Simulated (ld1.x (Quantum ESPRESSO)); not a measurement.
# Co: generating and testing a PAW potential

Task: generate the file, and judge it by its errors in other configurations, its logarithmic derivatives, its ghosts and its cutoff.

Program: ld1.x (Quantum ESPRESSO) 7.5. Reference atom: PBEsol, scalar-relativistic, spherical and spin-unpolarised. All values are calculated.

## 1. The atom and the settings

Typed settings, in words:

```json
{
  "element": "cobalt (Co, Z = 27)",
  "type": "PAW",
  "frozen core": "[Ne]",
  "valence charge": "17",
  "reference configuration": "3s2 3p6 3d7 4s2 4p0",
  "partial waves": "3s (bound): rcut 1.05, rcutus 1.25 bohr; 4s (bound): rcut 1.05, rcutus 1.25 bohr; 3p (bound): rcut 1.25, rcutus 1.45 bohr; 4p (bound, empty): rcut 1.25, rcutus 1.45 bohr; 3d (bound): rcut 1.30, rcutus 1.50 bohr; 3d channel at 2.6 Ry: rcut 1.30, rcutus 1.50 bohr",
  "local potential": "all-electron potential smoothed inside 1.30 bohr (lloc = -1)",
  "core correction": "a·sin(br)/r model core inside 0.70 bohr",
  "augmentation charge": "BESSEL, radius 0.85 bohr"
}
```

An earlier all-electron run gives the scale for the radii.

All-electron outer shells of the reference configuration (PBEsol, scalar-relativistic, ld1.x):

```
shell  level (eV)  outermost node (bohr)  outermost maximum (bohr)
   2s     -898.08                   0.08                      0.21
   2p     -769.45                      –                      0.17
   3s     -102.14                   0.31                      0.66
   3p      -65.51                   0.28                      0.68
   3d       -8.23                      –                      0.66
   4s       -5.49                   0.96                      2.32
   4p       -1.25                   1.05                      3.21
```

## 2. Generation

Contents of Co.in:

```
 &input
   title='Co', zed=27., rel=1, dft='PBESOL', iswitch=3,
   config='[Ar] 3d7 4s2 4p0',
   nld=3, rlderiv=1.65, eminld=-10.0, emaxld=5.0, deld=0.04
 /
 &inputp
   pseudotype=3, lpaw=.true., tm=.true., lloc=-1, rcloc=1.30,
   nlcc=.true., rcore=0.70,
   which_augfun='BESSEL', rmatch_augfun=0.85,
   file_pseudopw='Co.UPF', file_wfcaegen='ae.wfc', file_wfcncgen='nc.wfc', file_beta='beta', file_chi='chi', file_wfcusgen='us.wfc'
 /
6
3S  1  0   2.00   0.00  1.05  1.25  0.0
4S  2  0   2.00   0.00  1.05  1.25  0.0
3P  2  1   6.00   0.00  1.25  1.45  0.0
4P  3  1   0.00   0.00  1.25  1.45  0.0
3D  3  2   7.00   0.00  1.30  1.50  0.0
3D  3  2   0.00   2.60  1.30  1.50  0.0
 &test
   configts(1)='3s2 3p6 3d7 4s2 4p0'
 /
```

The run is started by

```console
$ ld1.x < Co.in > Co.out
```

Output in Co.out (without the banner and most projector matrices):

```text
     Program LD1 v.7.5
     --------------------------- All-electron run ----------------------------

     Co
     scalar relativistic calculation

     atomic number is 27.00
     dft =PBESOL   lsd =0 sic =0 latt =0  beta=0.20 tr2=1.0E-14
     Exchange-correlation= PBESOL
                           (   1   4  10   8   0   0   0)
     mesh =1193 r(mesh) =  99.89935 a.u. xmin = -7.00 dx = 0.01250
     1 Ry =  13.60569312 eV, c = 137.03599908

     n l     nl                  e(Ry)          e(Ha)          e(eV)
     1 0     1S 1( 2.00)      -557.5279      -278.7639     -7585.5535
     2 0     2S 1( 2.00)       -66.0073       -33.0036      -898.0745
     2 1     2P 1( 6.00)       -56.5538       -28.2769      -769.4538
     3 0     3S 1( 2.00)        -7.5070        -3.7535      -102.1374
     3 1     3P 1( 6.00)        -4.8149        -2.4075       -65.5103
     3 2     3D 1( 7.00)        -0.6049        -0.3024        -8.2295
     4 0     4S 1( 2.00)        -0.4034        -0.2017        -5.4889
     4 1     4P 1( 0.00)        -0.0917        -0.0458        -1.2473

     final scf error:  1.3E-15 reached in  29 iterations

     Etot =   -2783.805460 Ry,   -1391.902730 Ha,  -37875.602796 eV

     Ekin =    2819.428734 Ry,    1409.714367 Ha,   38360.282133 eV
     Encl =   -6671.587230 Ry,   -3335.793615 Ha,  -90771.568499 eV
     Eh   =    1184.439232 Ry,     592.219616 Ha,   16115.116720 eV
     Exc  =    -116.086195 Ry,     -58.043098 Ha,   -1579.433151 eV

     normalization and overlap integrals

     s(1S/1S) =  1.000000  <r> =   0.0562  <r2> =    0.0043  r(max) =   0.0366
     s(2S/2S) =  1.000000  <r> =   0.2557  <r2> =    0.0772  r(max) =   0.2131
     s(2P/2P) =  1.000000  <r> =   0.2251  <r2> =    0.0622  r(max) =   0.1723
     s(3S/3S) =  1.000000  <r> =   0.7743  <r2> =    0.6927  r(max) =   0.6648
     s(3P/3P) =  1.000000  <r> =   0.8165  <r2> =    0.7877  r(max) =   0.6816
     s(3D/3D) =  1.000000  <r> =   1.0715  <r2> =    1.5579  r(max) =   0.6648
     s(4S/4S) =  1.000000  <r> =   2.8807  <r2> =    9.6862  r(max) =   2.3202
     s(4P/4P) =  1.000000  <r> =   4.3669  <r2> =   23.2167  r(max) =   3.2113

     ------------------------ End of All-electron run ------------------------

     --------------------- Generating PAW atomic setup --------------------

      Generating local potential from pseudized AE potential:
      Matching radius rcloc =   1.3000

      Local pseudo, rcloc= 1.289 Estimated cut-off energy=    14.97 Ry

      Computing core charge for nlcc:

       r > 0.71 : true rho core
       r < 0.71 : rho core = a sin(br)/r    a=   0.73  b=   4.05

      Integrated core pseudo-charge :   0.15
      Wfc-us  3S rcutus= 1.258  Estimated cut-off energy=    34.05 Ry
      Wfc-us  4S rcutus= 1.258  Estimated cut-off energy=    69.16 Ry
      Wfc-us  3P rcutus= 1.461  Estimated cut-off energy=    39.96 Ry
      Wfc-us  4P rcutus= 1.461  Estimated cut-off energy=    75.51 Ry
      Wfc-us  3D rcutus= 1.498  Estimated cut-off energy=    51.80 Ry
      Wfc-us  3D rcutus= 1.498  Estimated cut-off energy=    95.38 Ry

     Required augmentation: BESSEL   radius:    0.850000
     Suggested rho cutoff for augmentation: 136.28 Ry

     Estimated PAW energy = -373.599374 Ryd

     The PAW screened D coefficients
     3.88140     2.16302     0.00000     0.00000     0.00000     0.00000
     2.16302     0.68454     0.00000     0.00000     0.00000     0.00000
     0.00000     0.00000    -3.30405     0.00451     0.00000     0.00000
     0.00000     0.00000     0.00451    -0.27951     0.00000     0.00000
     0.00000     0.00000     0.00000     0.00000    -1.52521    -1.27865
     0.00000     0.00000     0.00000     0.00000    -1.27865    -6.61281

     The PAW descreened D coefficients (US)
     0.51331    -0.71352     0.00000     0.00000     0.00000     0.00000
    -0.71352    -0.72853     0.00000     0.00000     0.00000     0.00000
     0.00000     0.00000     6.27940    -1.45291     0.00000     0.00000
     0.00000     0.00000    -1.45291    -1.57997     0.00000     0.00000
     0.00000     0.00000     0.00000     0.00000     8.37000    -0.98229
     0.00000     0.00000     0.00000     0.00000    -0.98229   -14.52247

     ------------------- End of pseudopotential generation -------------------

     [... the all-electron block is printed once more ...]


     Computing logarithmic derivative in   1.64532
     Computing logarithmic derivative in   1.64532
     Computing the partial wave expansion
     R is outside the sphere for l=    0 j= 0.00
     R is outside the sphere for l=    0 j= 0.00
     R is outside the sphere for l=    1 j= 0.00
     R is outside the sphere for l=    1 j= 0.00
     R is outside the sphere for l=    2 j= 0.00
     R is outside the sphere for l=    2 j= 0.00

     ---------------------- Testing the pseudopotential ----------------------

     Co
     scalar relativistic calculation

     atomic number is 27.00   valence charge is 17.00
     dft = SLA  PW   PSX  PSC   lsd =0 sic =0 latt =0  beta=0.20 tr2=1.0E-14
     mesh =1193 r(mesh) =  99.89935 xmin = -7.00 dx = 0.01250

     n l     nl             e AE (Ry)        e PS (Ry)    De AE-PS (Ry)
     1 0     3S   1( 2.00)       -7.50696       -7.50692       -0.00004
     2 1     3P   1( 6.00)       -4.81492       -4.81488       -0.00004
     3 2     3D   1( 7.00)       -0.60486       -0.60483       -0.00003
     2 0     4S   1( 2.00)       -0.40343       -0.40342       -0.00001
     3 1     4P   1( 0.00)       -0.09167       -0.09167       -0.00000

     eps = 8.4E-15  iter =  6

     Etot =   -2783.805460 Ry,   -1391.902730 Ha,  -37875.602796 eV
     Etotps =  -373.599353 Ry,    -186.799677 Ha,   -5083.078153 eV

     Ekin =     327.819383 Ry,     163.909691 Ha,    4460.209919 eV
     Encl =    -836.466818 Ry,    -418.233409 Ha,  -11380.710832 eV
     Ehrt =     251.134430 Ry,     125.567215 Ha,    3416.857992 eV
     Ecxc =    -116.086348 Ry,     -58.043174 Ha,   -1579.435231 eV
     (Ecc =      -0.124733 Ry,      -0.062367 Ha,      -1.697086 eV)

     ---------------------- End of pseudopotential test ----------------------
```

Wall time 4.8 s (1 thread of Intel Xeon Platinum 8488C, shared host). (Generation and the later configuration tests together.)

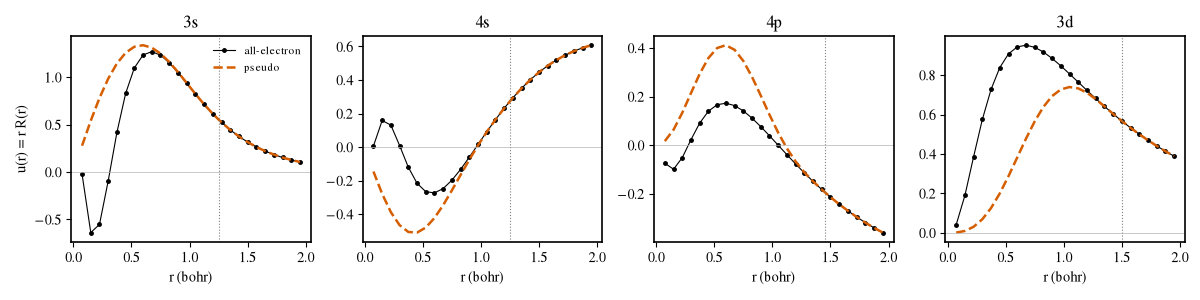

All-electron and pseudo partial waves (3s, 4s, 4p, 3d), with the matching radii dotted. The curves join 26 sampled radii, too few to resolve the innermost nodes.

## 3. Configuration tests

Contents of Co.test.in:

```
 &input
   title='Co', zed=27., rel=1, dft='PBESOL', iswitch=2,
   config='[Ar] 3d7 4s2 4p0'
 /
 &test
   file_pseudo='Co.UPF', nconf=8,
   configts(1)='3s2 3p6 3d7 4s2 4p0',
   configts(2)='3s2 3p6 3d7 4s1 4p0',
   configts(3)='3s2 3p6 3d7 4s0 4p0',
   configts(4)='3s2 3p6 3d6 4s0 4p0',
   configts(5)='3s2 3p6 3d8 4s0 4p0',
   configts(6)='3s2 3p6 3d6 4s2 4p1',
   configts(7)='3s2 3p6 3d7 4s1 4p1',
   configts(8)='3s2 3p6 3d5 4s0 4p0'
 /
```

The run is started by

```console
$ ld1.x < Co.test.in > Co.test.out
```

Co.test.out, the pseudopotential blocks, each with the warnings that came before it:

```text
     ---------------------- Testing the pseudopotential ----------------------

     Co
     scalar relativistic calculation

     atomic number is 27.00   valence charge is 17.00
     dft =SLA  PW   PSX  PSC   lsd =0 sic =0 latt =0  beta=0.20 tr2=1.0E-14
     mesh =1193 r(mesh) =  99.89935 xmin = -7.00 dx = 0.01250

     n l     nl             e AE (Ry)        e PS (Ry)    De AE-PS (Ry)
     1 0     3S   1( 2.00)       -7.50696       -7.50692       -0.00005
     2 1     3P   1( 6.00)       -4.81492       -4.81488       -0.00004
     3 2     3D   1( 7.00)       -0.60486       -0.60483       -0.00003
     2 0     4S   1( 2.00)       -0.40343       -0.40342       -0.00001
     3 1     4P   1( 0.00)       -0.09167       -0.09167       -0.00000

     eps = 9.5E-15  iter =  7

     Etot =   -2783.805460 Ry,   -1391.902730 Ha,  -37875.602796 eV
     Etotps =  -373.599353 Ry,    -186.799677 Ha,   -5083.078148 eV

     Ekin =     327.819383 Ry,     163.909692 Ha,    4460.209931 eV
     Encl =    -836.466818 Ry,    -418.233409 Ha,  -11380.710836 eV
     Ehrt =     251.134430 Ry,     125.567215 Ha,    3416.857989 eV
     Ecxc =    -116.086348 Ry,     -58.043174 Ha,   -1579.435231 eV
     (Ecc =      -0.124733 Ry,      -0.062367 Ha,      -1.697086 eV)

     ---------------------- End of pseudopotential test ----------------------

     ---------------------- Testing the pseudopotential ----------------------

     Co
     [...]
     n l     nl             e AE (Ry)        e PS (Ry)    De AE-PS (Ry)
     1 0     3S   1( 2.00)       -8.15564       -8.15556       -0.00008
     2 1     3P   1( 6.00)       -5.46461       -5.46465        0.00003
     3 2     3D   1( 7.00)       -1.24860       -1.24863        0.00003
     2 0     4S   1( 1.00)       -0.93769       -0.93769        0.00001
     3 1     4P   1( 0.00)       -0.54515       -0.54512       -0.00003

     eps = 4.0E-15  iter = 20

     Etot =   -2783.140642 Ry,   -1391.570321 Ha,  -37866.557492 eV
     Etotps =  -372.934477 Ry,    -186.467239 Ha,   -5074.032053 eV
     dEtot_ae =       0.664818 Ry
     dEtot_ps =       0.664876 Ry,   Delta E=      -0.000058 Ry

     [...]
     ---------------------- End of pseudopotential test ----------------------

     ---------------------- Testing the pseudopotential ----------------------

     Co
     [...]
     n l     nl             e AE (Ry)        e PS (Ry)    De AE-PS (Ry)
     1 0     3S   1( 2.00)       -8.90546       -8.90531       -0.00015
     2 1     3P   1( 6.00)       -6.21507       -6.21518        0.00010
     3 2     3D   1( 7.00)       -1.98701       -1.98709        0.00008
     2 0     4S   1( 0.00)       -1.52376       -1.52382        0.00006
     3 1     4P   1( 0.00)       -1.06215       -1.06218        0.00003

     eps = 4.2E-15  iter = 14

     Etot =   -2781.913433 Ry,   -1390.956717 Ha,  -37849.860468 eV
     Etotps =  -371.707125 Ry,    -185.853563 Ha,   -5057.333080 eV
     dEtot_ae =       1.892026 Ry
     dEtot_ps =       1.892228 Ry,   Delta E=      -0.000201 Ry

     [...]
     ---------------------- End of pseudopotential test ----------------------

     ---------------------- Testing the pseudopotential ----------------------

     Co
     [...]
     n l     nl             e AE (Ry)        e PS (Ry)    De AE-PS (Ry)
     1 0     3S   1( 2.00)      -10.32140      -10.31990       -0.00150
     2 1     3P   1( 6.00)       -7.61363       -7.61153       -0.00210
     3 2     3D   1( 6.00)       -3.31702       -3.31484       -0.00218
     2 0     4S   1( 0.00)       -2.36080       -2.36056       -0.00024
     3 1     4P   1( 0.00)       -1.80280       -1.81206        0.00927  !

     eps = 9.6E-15  iter = 24

     Etot =   -2779.279464 Ry,   -1389.639732 Ha,  -37814.023495 eV
     Etotps =  -369.073831 Ry,    -184.536916 Ha,   -5021.505288 eV
     dEtot_ae =       4.525995 Ry
     dEtot_ps =       4.525522 Ry,   Delta E=       0.000473 Ry

     [...]
     ---------------------- End of pseudopotential test ----------------------

     ---------------------- Testing the pseudopotential ----------------------

     Co
     [...]
     n l     nl             e AE (Ry)        e PS (Ry)    De AE-PS (Ry)
     1 0     3S   1( 2.00)       -7.73979       -7.73960       -0.00019
     2 1     3P   1( 6.00)       -5.06032       -5.06088        0.00056
     3 2     3D   1( 8.00)       -0.89828       -0.89874        0.00046
     2 0     4S   1( 0.00)       -0.81196       -0.81191       -0.00005
     3 1     4P   1( 0.00)       -0.45747       -0.45754        0.00007

     eps = 7.4E-15  iter = 18

     Etot =   -2783.333427 Ry,   -1391.666714 Ha,  -37869.180467 eV
     Etotps =  -373.127506 Ry,    -186.563753 Ha,   -5076.658336 eV
     dEtot_ae =       0.472033 Ry
     dEtot_ps =       0.471848 Ry,   Delta E=       0.000185 Ry

     [...]
     ---------------------- End of pseudopotential test ----------------------

     ---------------------- Testing the pseudopotential ----------------------

     Co
     [...]
     n l     nl             e AE (Ry)        e PS (Ry)    De AE-PS (Ry)
     1 0     3S   1( 2.00)       -8.09033       -8.08396       -0.00638  !
     2 1     3P   1( 6.00)       -5.38428       -5.37663       -0.00765  !
     3 2     3D   1( 6.00)       -1.11590       -1.10865       -0.00725  !
     2 0     4S   1( 2.00)       -0.57290       -0.57137       -0.00153
     3 1     4P   1( 1.00)       -0.19249       -0.19349        0.00100

     eps = 2.4E-15  iter = 16

     Etot =   -2783.093167 Ry,   -1391.546584 Ha,  -37865.911564 eV
     Etotps =  -372.889462 Ry,    -186.444731 Ha,   -5073.419583 eV
     dEtot_ae =       0.712292 Ry
     dEtot_ps =       0.709891 Ry,   Delta E=       0.002401 Ry

     [...]
     ---------------------- End of pseudopotential test ----------------------

     ---------------------- Testing the pseudopotential ----------------------

     Co
     [...]
     n l     nl             e AE (Ry)        e PS (Ry)    De AE-PS (Ry)
     1 0     3S   1( 2.00)       -7.64311       -7.64280       -0.00030
     2 1     3P   1( 6.00)       -4.95143       -4.95106       -0.00037
     3 2     3D   1( 7.00)       -0.73701       -0.73668       -0.00032
     2 0     4S   1( 1.00)       -0.48757       -0.48755       -0.00002
     3 1     4P   1( 1.00)       -0.15556       -0.15557        0.00001

     eps = 2.2E-15  iter = 14

     Etot =   -2783.483325 Ry,   -1391.741663 Ha,  -37871.219934 eV
     Etotps =  -373.277204 Ry,    -186.638602 Ha,   -5078.695081 eV
     dEtot_ae =       0.322134 Ry
     dEtot_ps =       0.322150 Ry,   Delta E=      -0.000015 Ry

     [...]
     ---------------------- End of pseudopotential test ----------------------

     BEWARE! Errors in PS-KS equations
     Warning: n=1, l=0 expected 0 nodes, found 1
     Warning: n=2, l=0 expected 1 nodes, found 3
     Warning: n=2, l=1 expected 0 nodes, found 1
     ---------------------- Testing the pseudopotential ----------------------

     Co
     [...]
     n l     nl             e AE (Ry)        e PS (Ry)    De AE-PS (Ry)
     1 0     3S   1( 2.00)      -11.93040      -24.19027       12.25988  !
     2 1     3P   1( 6.00)       -9.20118      -11.96153        2.76035  !
     3 2     3D   1( 5.00)       -4.84475       -5.10090        0.25615  !
     2 0     4S   1( 0.00)       -3.30232       -3.30232        0.00000
     3 1     4P   1( 0.00)       -2.65753       -2.65753        0.00000

     eps = 4.6E-15  iter = 29

     Etot =   -2775.213964 Ry,   -1387.606982 Ha,  -37758.709539 eV
     Etotps =  -227.248106 Ry,    -113.624053 Ha,   -3091.867995 eV
     dEtot_ae =       8.591496 Ry
     dEtot_ps =     146.351247 Ry,   Delta E=    -137.759751 Ry

     [...]
     ---------------------- End of pseudopotential test ----------------------
```

1 test gave no usable result (3s2 3p6 3d5 4s0 4p0).

Energies count from the reference configuration 3s2 3p6 3d7 4s2 4p0; the error is all-electron less pseudo.

| valence configuration | charge | ΔE all-electron (eV) | error AE − PS (meV) |
| --- | --- | --- | --- |
| 3s2 3p6 3d7 4s1 4p0 | +1 | 9.045 | -0.8 |
| 3s2 3p6 3d7 4s0 4p0 | +2 | 25.742 | -2.7 |
| 3s2 3p6 3d6 4s0 4p0 | +3 | 61.579 | +6.4 |
| 3s2 3p6 3d8 4s0 4p0 | +1 | 6.422 | +2.5 |
| 3s2 3p6 3d6 4s2 4p1 | 0 | 9.691 | +33 |
| 3s2 3p6 3d7 4s1 4p1 | 0 | 4.383 | -0.2 |

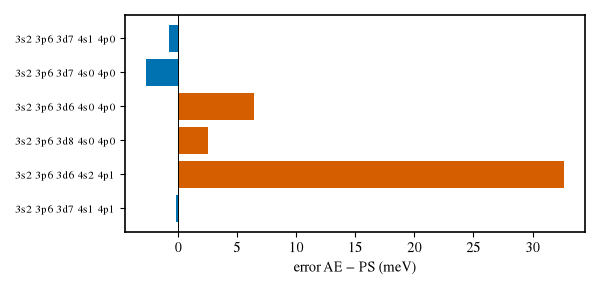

Error of the potential in each test configuration.

## 4. Scattering by logarithmic derivatives

Taken from the files of the generation run. The phase is arctan(r·u′/u) with u = r·R, unwrapped, with energies in Ry. A pole is an energy at which the radial function vanishes at the test radius. The pseudo phase is shifted by a multiple of π to meet the all-electron one at the reference energy. Levels narrower than the energy grid can be missing from the poles. The last column is the largest difference on the grid between −1 and +1 Ry.

```tsv
channel	radius (bohr)	reference (Ry)	poles AE	poles PS	energies with phases within 0.05 rad (Ry)	largest difference near zero (rad)
s	1.65	-0.40	-7.25	-7.25	the whole range	0.000
p	1.65	-0.09	-4.42	-4.42	below 2.0	0.003
d	1.65	-0.60	0.21	0.21	the whole range	0.001
```

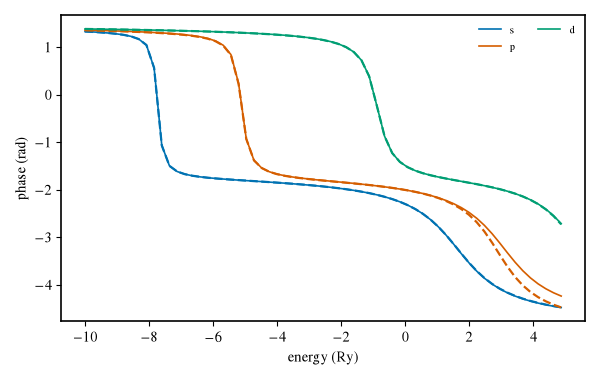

Phases by channel: all-electron solid, pseudo dashed.

## 5. Plane-wave convergence, by spherical Bessel functions

A separate test, outside the generator: the pseudo-atom's Hamiltonian at the reference potential is diagonalised in spherical Bessel functions j_l(qr) that vanish at 20 bohr, with q² up to the cutoff.

All-electron valence levels (Ry): 3s -7.5070, 4s -0.4034, 3p -4.8149, 4p -0.0917, 3d -0.6049. The lowest levels of each channel (Ry) by cutoff; the last column sums, over occupied levels, occupation times the distance from the level at 400 Ry. A positive value is a state of the box, at any cutoff.

```
cutoff (Ry)     s #1     s #2     p #1     p #2     d #1    f #1  Σ f·Δε (mRy)
          8  -6.5049  -0.2814  -3.5103  -0.0290   0.0583  0.1126       14718.4
         18  -7.4090  -0.3669  -4.6752  -0.0563  -0.3833  0.1126        2658.5
         35  -7.5049  -0.3932  -4.8125  -0.0704  -0.5923  0.1126         128.0
         50  -7.5065  -0.4018  -4.8141  -0.0855  -0.6042  0.1126          13.4
         55  -7.5066  -0.4027  -4.8144  -0.0889  -0.6043  0.1126           9.9
         80  -7.5069  -0.4033  -4.8148  -0.0913  -0.6048  0.1126           1.6
        100  -7.5070  -0.4034  -4.8149  -0.0916  -0.6048  0.1126           0.8
        120  -7.5070  -0.4034  -4.8149  -0.0916  -0.6048  0.1126           0.4
        400  -7.5070  -0.4034  -4.8149  -0.0917  -0.6049  0.1126           0.0
```

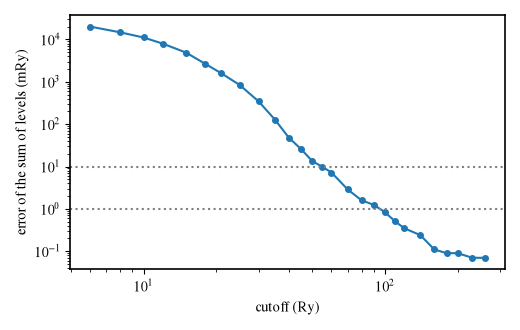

Occupation-weighted error of the valence levels against the cutoff; the dotted lines mark 10 and 1 mRy.

The sum stays within 10 mRy from 55 Ry and within 1 mRy from 100 Ry. The sum leaves out empty levels, which can need more. Ghost test: no level below the all-electron spectrum of its channel (s, p, d, f tested).

## 6. Outcome

```
                                                quantity                                               value
               cutoffs for 10 and 1 mRy, occupied levels                                    55 Ry and 100 Ry
                                            bound ghosts                                          none found
                            largest test error (AE − PS)  +33 meV, for 3s2 3p6 3d6 4s2 4p1 (1 test unsolved)
largest phase difference near zero energy, channels read                                           0.003 rad
         lowest eigenvalue of the overlap (Bessel basis)                                           0.002 (s)
```

The overlap operator is nearly singular (0.002). The worst test, 3s2 3p6 3d6 4s2 4p1, is off by 33 meV on 9.7 eV; by total energies transferability rates as fair where solved. Of the tests 1 gave no usable result, which is a warning in itself. By its cutoff, 55 Ry for the looser tolerance, it is of middling hardness. It is free of bound ghosts as far as tested. Near zero energy the phases of the channels with partial waves agree within 0.003 rad.
